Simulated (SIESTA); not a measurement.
Band structure of Ti₆PtAu (Pm-3, 8 atoms in the cell).

```xyz
8
Lattice="5.0561 0.0000 0.0000 0.0000 5.0561 0.0000 0.0000 0.0000 5.0561" Properties=species:S:1:pos:R:3 pbc="T T T"
Ti     0.0000     2.5281     3.8101
Ti     0.0000     2.5281     1.2461
Ti     3.8101     0.0000     2.5281
Ti     1.2461     0.0000     2.5281
Ti     2.5281     3.8101     0.0000
Ti     2.5281     1.2461     0.0000
Pt     0.0000     0.0000     0.0000
Au     2.5281     2.5281     2.5281
```

Level of theory: LDA PW92, numerical atomic orbitals DZP, PseudoDojo LDA standard norm-conserving potentials (rewritten from UPF to PSML) (SIESTA).

Settings: XC.functional = LDA; XC.authors = PW92; potentials = PseudoDojo LDA standard; PAO.BasisSize = DZP; PAO.EnergyShift = 0.01 Ry; MeshCutoff = 400 Ry; kgrid.MonkhorstPack = 5 5 5; OccupationFunction = MP; OccupationMPOrder = 0; ElectronicTemperature = 136 meV; MaxSCFIterations = 150; SCF.Mixer.Method = Pulay; SCF.Mixer.Weight = 0.25; SCF.Mixer.History = 6.

The starting cell comes from a database of computed structures (which also holds hypothetical and non-ambient phases and stackings), without a prior relaxation at this level. Spin-orbit coupling is off. Spin polarisation is off. Values carry the incompleteness of an atom-centred basis.

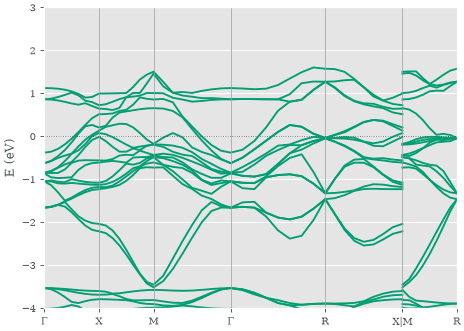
Bands along the path, energies from the Fermi level.

Levels in eV from the Fermi level, bands 52 to 57:
```json
[
 {"point": "Γ", "52": "-0.85", "53": "-0.85", "54": "-0.85", "55": "-0.63", "56": "-0.63", "57": "-0.38"},
 {"point": "X", "52": "-0.56", "53": "-0.01", "54": "0.08", "55": "0.13", "56": "0.20", "57": "0.51"},
 {"point": "M", "52": "-0.43", "53": "-0.20", "54": "-0.19", "55": "-0.18", "56": "0.65", "57": "0.86"},
 {"point": "R", "52": "-0.05", "53": "-0.05", "54": "-0.04", "55": "-0.04", "56": "-0.04", "57": "1.27"}
]
```

Bands cross the Fermi level along this path, so the cell is metallic at this level.

Higher empty bands are left out: an atom-centred basis made for the valence describes them poorly.
